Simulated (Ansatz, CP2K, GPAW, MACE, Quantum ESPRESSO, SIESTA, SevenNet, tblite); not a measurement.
**Quantum ESPRESSO on random rock-salt alloy of NbC and TiC (64 atoms): settings compared**

How far do other settings of Quantum ESPRESSO move the forces in random rock-salt alloy of NbC and TiC (64 atoms)? One run of the same program serves as the yardstick.

Program: Quantum ESPRESSO 7.5. Level of theory: the method is named at each step. Results are calculated unless marked as measured.

## Step 1: The starting structure

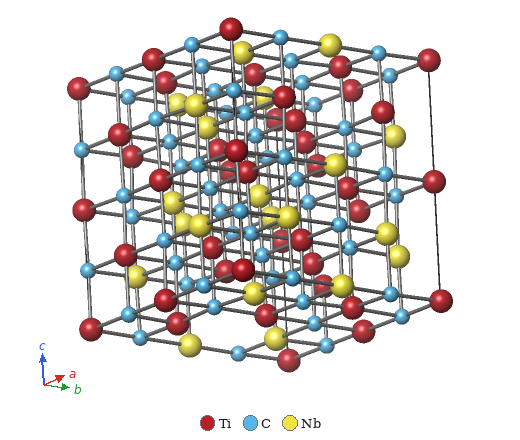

The cell as given, from a free direction (titanium red, carbon blue, niobium yellow). Some periodic images of atoms are drawn too.

The cell holds 64 atoms: 20 Ti, 32 C and 12 Nb. Its edges and angles: a = 8.762 Å, b = 8.762 Å, c = 8.762 Å, α = 90.0°, β = 90.0°, γ = 90.0°. It derives from NbC (rock-salt), repeated 2×2×2. Rock-salt NbC, 2 x 2 x 2 conventional cells, 20 of 32 Nb sites given to Ti at random (x = 0.625), lattice by Vegard's rule (a = 4.381 Å); not relaxed, displaced by a Gaussian of 0.02 Å. Then every atom was moved at random, 0.02 Å r.m.s. a Cartesian component.

The yardstick, on the same geometry:

| Item | Value |
| --- | --- |
| method | Kohn-Sham DFT, PBE, SSSP efficiency 1.3.0 pseudopotentials, plane waves (Quantum ESPRESSO 7.5); sssp-pbe-1.3.0-efficiency, cutoffs 45/360 Ry, Γ point |
| r.m.s. force component | 0.5196 eV/Å |
| longest force | 2.174 eV/Å |
| pressure | 2.944 GPa |
| time | 3.8 min on 2 MPI ranks of Arm Neoverse V1, shared host |
| CPU time | 7.6 min |

## Step 2: PBE, gbrv-1.5, 40/200 Ry

Method: Kohn-Sham DFT, PBE, GBRV 1.5 ultrasoft pseudopotentials, plane waves.

The input, pw.in:

```
&control
  calculation = 'scf'
  pseudo_dir = './pseudo'
  outdir = './tmp'
  disk_io = 'none'
  tprnfor = .true.
  tstress = .true.
/
&system
  ibrav = 0
  nat = 64
  ntyp = 3
  ecutwfc = 40
  ecutrho = 200
  nosym = .true.
  occupations = 'smearing'
  smearing = 'fd'
  degauss = 0.003675
/
&electrons
  conv_thr = 3.2e-07
  electron_maxstep = 100
  mixing_beta = 0.2
  mixing_mode = 'local-TF'
  diagonalization = 'david'
/
ATOMIC_SPECIES
Ti 47.867 Ti.upf
C 12.011 C.upf
Nb 92.906 Nb.upf
CELL_PARAMETERS angstrom
8.76240 0.00000 0.00000
0.00000 8.76240 0.00000
0.00000 0.00000 8.76240
ATOMIC_POSITIONS crystal
Ti 0.00160 0.00252 0.00218
C 0.25329 0.00012 0.00156
Nb 0.99677 0.24866 0.25305
C 0.25189 0.25325 0.24903
Ti 0.25004 0.00196 0.24885
C 0.99798 0.00572 0.24824
Ti 0.24299 0.25425 0.99947
C 0.00211 0.25113 0.99974
Ti 0.99815 0.00079 0.49828
C 0.25399 0.00541 0.49587
Ti 0.00015 0.25545 0.75274
C 0.25148 0.25488 0.75225
Ti 0.25512 0.99832 0.74771
C 0.99686 0.00548 0.74953
Nb 0.25361 0.25202 0.49761
C 0.99844 0.24405 0.50242
Nb 0.00217 0.50223 0.99971
C 0.24962 0.49836 0.99525
Nb 0.99372 0.74957 0.25023
C 0.24956 0.74559 0.25077
Ti 0.25571 0.50485 0.24561
C 0.99659 0.50675 0.25581
Nb 0.24801 0.74800 0.99844
C 0.99930 0.74902 0.99856
Nb 0.00442 0.49713 0.50103
C 0.24651 0.50055 0.49684
Ti 0.00227 0.75411 0.75352
C 0.25169 0.74882 0.74849
Ti 0.24709 0.50207 0.74985
C 0.00889 0.49942 0.74084
Nb 0.24905 0.75431 0.50143
C 0.99597 0.75446 0.49796
Ti 0.49961 0.99679 0.99931
C 0.75244 0.99625 0.99861
Ti 0.50052 0.24442 0.24918
C 0.74724 0.25373 0.24925
Nb 0.74644 0.99677 0.24851
C 0.50080 0.00528 0.24919
Nb 0.75151 0.25060 0.99777
C 0.49640 0.24500 0.00413
Ti 0.49834 0.00324 0.49935
C 0.74730 0.00183 0.50134
Nb 0.50037 0.25013 0.74938
C 0.74743 0.25491 0.74938
Nb 0.75192 0.00266 0.74718
C 0.49875 0.99584 0.75345
Ti 0.74764 0.24569 0.50281
C 0.49819 0.25372 0.49839
Ti 0.50508 0.50113 0.00015
C 0.74888 0.49976 0.99699
Ti 0.50089 0.75177 0.24745
C 0.74915 0.75191 0.25271
Ti 0.75559 0.49970 0.25136
C 0.50565 0.49599 0.24941
Ti 0.75200 0.74665 0.00280
C 0.49967 0.74905 0.00021
[... 4 atom lines left out ...]
Ti 0.75146 0.50084 0.74807
C 0.49562 0.50103 0.74898
Ti 0.74638 0.75558 0.50132
C 0.49891 0.74977 0.50364
K_POINTS gamma
```

The run is started by

```
$ OMP_NUM_THREADS=1 mpirun -np 2 pw.x -in pw.in > output.txt
```

Output:

```text
Program PWSCF
     gamma-point specific algorithms are used
     Parallelization info
     sticks:   dense  smooth     PW     G-vecs:    dense   smooth      PW
     Min        2185    1752    438               108611    77664    9690
     Max        2188    1753    439               108620    77667    9691
     Sum        4373    3505    877               217231   155331   19381
     bravais-lattice index     =            0
     lattice parameter (alat)  =      16.5585  a.u.
     unit-cell volume          =    4540.1042 (a.u.)^3
     number of atoms/cell      =           64
     number of atomic types    =            3
     number of electrons       =       524.00
     number of Kohn-Sham states=          314
     kinetic-energy cutoff     =      40.0000  Ry
     charge density cutoff     =     200.0000  Ry
     scf convergence threshold =      3.2E-07
     mixing beta               =       0.2000
     number of iterations used =            8  local-TF  mixing
     Exchange-correlation= SLA  PW   PBE  PBE
                           (   1   4   3   4   0   0   0)
     crystal axes: (cart. coord. in units of alat)
               a(1) = (   1.000000   0.000000   0.000000 )
               a(2) = (   0.000000   1.000000   0.000000 )
               a(3) = (   0.000000   0.000000   1.000000 )
     reciprocal axes: (cart. coord. in units 2 pi/alat)
               b(1) = (  1.000000  0.000000  0.000000 )
               b(2) = (  0.000000  1.000000  0.000000 )
               b(3) = (  0.000000  0.000000  1.000000 )
     PseudoPot. # 1 for Ti:
     Pseudo is Ultrasoft + core correction, Zval = 12.0
     PseudoPot. # 2 for C :
     Pseudo is Ultrasoft + core correction, Zval =  4.0
     PseudoPot. # 3 for Nb:
     Pseudo is Ultrasoft + core correction, Zval = 13.0
     atomic species   valence    mass     pseudopotential
     Ti               12.00    47.86700     Ti( 1.00)
     C                 4.00    12.01100     C ( 1.00)
     Nb               13.00    92.90600     Nb( 1.00)
     No symmetry found
   Cartesian axes
     number of k points=     1  Fermi-Dirac smearing, width (Ry)=  0.0037
                       cart. coord. in units 2pi/alat
        k(    1) = (   0.0000000   0.0000000   0.0000000), wk =   2.0000000
     Dense  grid:   108616 G-vectors     FFT dimensions: (  75,  75,  75)
     Smooth grid:    77666 G-vectors     FFT dimensions: (  72,  72,  72)
     Check: negative core charge=   -0.000005
     Initial potential from superposition of free atoms
     starting charge     503.9650, renormalised to     524.0000
     negative rho (up, down):  2.607E-02 0.000E+00
     Starting wfcs are  484 randomized atomic wfcs
     Self-consistent Calculation
     iteration #  1     ecut=    40.00 Ry     beta= 0.20
     negative rho (up, down):  2.343E-02 0.000E+00
     total energy              =   -4181.66264532 Ry
     estimated scf accuracy    <      92.98425624 Ry
     iteration #  2     ecut=    40.00 Ry     beta= 0.20
     negative rho (up, down):  1.856E-02 0.000E+00
     total energy              =   -4169.03009175 Ry
     estimated scf accuracy    <      59.49425017 Ry
     iteration #  3     ecut=    40.00 Ry     beta= 0.20
     negative rho (up, down):  1.559E-02 0.000E+00
     total energy              =   -4169.35217788 Ry
     estimated scf accuracy    <      12.86724439 Ry
     iteration #  4     ecut=    40.00 Ry     beta= 0.20
     negative rho (up, down):  1.631E-02 0.000E+00
     total energy              =   -4170.81785744 Ry
     estimated scf accuracy    <       3.42086219 Ry
     iteration #  5     ecut=    40.00 Ry     beta= 0.20
     negative rho (up, down):  1.591E-02 0.000E+00
     total energy              =   -4171.05723274 Ry
     estimated scf accuracy    <       1.86549067 Ry
     iteration #  6     ecut=    40.00 Ry     beta= 0.20
[...]
total energy              =   -4171.09852020 Ry
     estimated scf accuracy    <       0.31461257 Ry
[...]
c_bands:  1 eigenvalues not converged
[...]
total energy              =   -4171.15847221 Ry
[...]
iteration # 27     ecut=    40.00 Ry     beta= 0.20
[...]
total energy              =   -4171.15847495 Ry
     estimated scf accuracy    <       0.00000293 Ry
     iteration # 28     ecut=    40.00 Ry     beta= 0.20
[...]
total energy              =   -4171.15847491 Ry
     estimated scf accuracy    <       0.00000098 Ry
     iteration # 29     ecut=    40.00 Ry     beta= 0.20
     negative rho (up, down):  1.913E-02 0.000E+00
     End of self-consistent calculation
          k = 0.0000 0.0000 0.0000 (  9691 PWs)   bands (ev):
   -40.6647 -40.6461 -40.6356 -40.6234 -40.6174 -40.6045 -40.6030 -40.5910
   -40.5840 -40.5812 -40.5710 -40.5696 -40.5625 -40.5582 -40.5558 -40.5483
   -40.5372 -40.5211 -40.5026 -40.4835 -38.9059 -38.8879 -38.8659 -38.8527
   -38.8388 -38.8284 -38.8225 -38.8135 -38.8078 -38.7711 -38.7589 -38.7490
   -17.0785 -17.0641 -17.0563 -17.0498 -17.0178 -17.0134 -16.9984 -16.9920
   -16.9914 -16.9849 -16.9792 -16.9725 -16.9659 -16.9579 -16.9547 -16.9517
[...]
18.5570  18.5773  18.5905  18.6158  18.6314  18.6543  18.6631  18.6657
    18.6851  18.6991  18.7187  18.7446  18.7521  18.7902  18.8145  18.8844
    18.8876  18.8914  18.9100  18.9205  18.9262  18.9441  18.9581  19.0870
    19.1191  19.1244
     the Fermi energy is    16.1384 ev
!    total energy              =   -4171.15847480 Ry
     estimated scf accuracy    <       0.00000027 Ry
     smearing contrib. (-TS)   =      -0.00438974 Ry
     internal energy E=F+TS    =   -4171.15408506 Ry
     The total energy is F=E-TS. E is the sum of the following terms:
     one-electron contribution =    -689.90791794 Ry
     hartree contribution      =     631.90794464 Ry
     xc contribution           =    -698.82660689 Ry
     ewald contribution        =   -3414.32750487 Ry
     convergence has been achieved in  29 iterations
     negative rho (up, down):  1.913E-02 0.000E+00
     Forces acting on atoms (cartesian axes, Ry/au):
     atom    1 type  1   force =     0.01832426   -0.00655670   -0.02987059
     atom    2 type  2   force =    -0.01932581    0.00834238   -0.00800375
     atom    3 type  3   force =     0.00849524    0.00926382   -0.00639487
     atom    4 type  2   force =     0.00403638   -0.00423807   -0.01293734
     atom    5 type  1   force =     0.01641169   -0.00810160   -0.01756241
     atom    6 type  2   force =     0.01635513   -0.02049274    0.01085766
[...]
atom   62 type  2   force =     0.01692381    0.00457788    0.01358858
     atom   63 type  1   force =    -0.00325831   -0.02079218    0.02020512
     atom   64 type  2   force =     0.01027673    0.01066753   -0.01940870
     Total force =     0.277757     Total SCF correction =     0.001420
     Computing stress (Cartesian axis) and pressure
     negative rho (up, down):  1.913E-02 0.000E+00
          total   stress  (Ry/bohr**3)                   (kbar)     P=       26.06
   0.00018858  -0.00000434   0.00002348           27.74       -0.64        3.45
  -0.00000434   0.00019063   0.00000283           -0.64       28.04        0.42
   0.00002348   0.00000283   0.00015229            3.45        0.42       22.40
     Message from routine punch:
     Nothing written, as per user request (disk_io='none')
```

Elapsed: 3.1 min, on 2 MPI ranks of Arm Neoverse V1, shared host; peak memory 0.73 GiB; 6.2 min of CPU time.

Banners, paths, timers and routine set-up lines are dropped from the logs unmarked, and long logs keep their key lines alone; longer cuts are marked.

Numbers from this run, and their distance from the reference:

```yaml
r_m_s_force_component: 0.5154 eV/Å
r_m_s_difference_of_force_components: 12.44 meV/Å
longest_difference_of_force_vectors: 45.35 meV/Å
force_difference_over_r_m_s_force: 2.395 %
slope_of_forces_against_the_reference_s: 0.9916
correlation_of_force_components: 0.9997
pressure: 2.606 GPa
pressure_difference: -0.338 GPa
```

Length of the force difference by element (eV/Å):

| element | atoms | mean | most |
| --- | --- | --- | --- |
| C | 32 | 0.027 | 0.045 |
| Nb | 12 | 0.0074 | 0.014 |
| Ti | 20 | 0.0039 | 0.0064 |

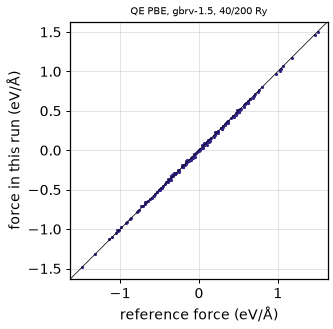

Force components against those of the reference; the line marks equality.

A closer look about C30, which bears the longest force: 9 atoms, nearest first, numbered in the order of the input, with positions taken from that point.

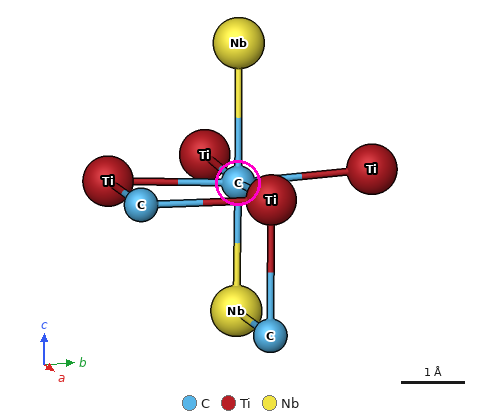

The atoms of the table, within 3.0 Å (arrows a, b, c point along x, y, z); some may hide others; the central atom is ringed.

| atom | x | y | z | distance (Å) | bonds | Fx | Fy | Fz (eV/Å) |
| --- | --- | --- | --- | --- | --- | --- | --- | --- |
| C30 | 0.00 | 0.00 | 0.00 | 0.00 | 6 | -1.48 | 0.50 | 1.50 |
| Ti29 | 2.09 | 0.02 | 0.08 | 2.09 | 6 | 1.02 | -0.19 | -0.04 |
| Nb25 | -0.04 | -0.02 | -2.10 | 2.10 | 6 | -1.13 | 0.53 | 0.06 |
| Ti11 | -0.08 | -2.14 | 0.10 | 2.14 | 6 | 0.14 | -1.11 | -0.37 |
| Ti27 | -0.06 | 2.23 | 0.11 | 2.24 | 6 | -0.87 | 0.00 | -0.51 |
| Ti61 | -2.26 | 0.01 | 0.06 | 2.26 | 6 | 0.08 | 0.62 | 0.00 |
| Nb17 | -0.06 | 0.02 | 2.27 | 2.27 | 6 | -0.29 | -0.22 | -0.30 |
| C26 | 2.08 | 0.01 | -2.14 | 2.98 | 6 | 0.74 | 0.13 | 0.12 |
| C12 | 2.13 | -2.14 | 0.10 | 3.02 | 6 | -0.33 | -0.60 | -0.10 |

Forces lie 2.4 % from the reference's, at 0.82 times its CPU time.

The difference per atom is largest on C (0.027 eV/Å on average, against 0.0074 on Nb).

## Step 3: Outcome

```
force difference from the reference : QE PBE, gbrv-1.5, 40/200 Ry, 2.4 %
its CPU time                        : 6.2 min
```

PBE on plane waves or a grid with other potentials, cutoffs or grids differs from the reference by 2.4 % (QE PBE, gbrv-1.5, 40/200 Ry) of the r.m.s. force; this holds the reference's own error, so differences of a few per cent don't tell which side is nearer the exact PBE result. The reference's pressure holds the uncorrected Pulay stress of its 45 Ry basis, so small pressure differences, and their order, may be the reference's own error. The host structure and its lattice constant were typed by rule, without a check against the phase diagram. The reference's pressure of 2.9 GPa belongs to a cell and atoms that aren't relaxed at this level. The electronic-structure runs sample only Γ, in a cell whose shortest periodic width is 9 Å.

[Also dropped from logs without a mark: logging warnings of Python, and SIESTA's first energy breakdown and zero terms.]

[Logs are printed without paths, hosts, clocks, repeated set-up lines and the standing remarks that a program may print on its own settings, such as how far it seeks lower states.]

[Hosts, paths, dates, database ids (printed as entryN), source tags and the programs' standing remarks are cut or masked in the printed files.]
